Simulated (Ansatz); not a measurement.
## Profile along the Cr–O line in CrO2 (rutile)

CrO2 (rutile)

```xyz
6
Lattice="4.3924 0.0000 0.0000 0.0000 4.3924 0.0000 0.0000 0.0000 2.8875" Properties=species:S:1:pos:R:3 pbc="T T T"
Cr     0.0000     0.0000     0.0000
Cr     2.1962     2.1962     1.4438
O      1.3322     1.3322     0.0000
O      3.5284     0.8640     1.4438
O      0.8640     3.5284     1.4438
O      3.0602     3.0602     0.0000
```

Fields along a shortest Cr–O line of a (-1 1 0) plane (1.88 Å), from Cr to O, interpolated on the slice's grid (step about 0.2 Å). Calculation: PBEsol (plane waves to 420 eV, PAW, scalar-relativistic; Ansatz, an electronic-structure program). k mesh 11×11×16. Near the nuclei the fields are pseudised (PAW); where an atom keeps semicore shells as valence, they peak there. CrO2 is run spin-polarised and with no Hubbard U. CrO2 was relaxed with its symmetry unable to fall. Relaxed CrO2 ends ferromagnetic. Other magnetic orders were not checked, so this need not be the ground state.

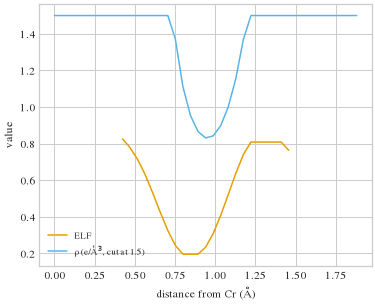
ELF (away from the nuclei) and valence density from Cr to O.

Density on the Cr–O line (1.88 Å) at its midpoint: 0.83 e/Å³. ELF at that point: 0.2. ELF maximum in the middle third of the Cr–O line: 0.81, 1.2 Å from Cr.
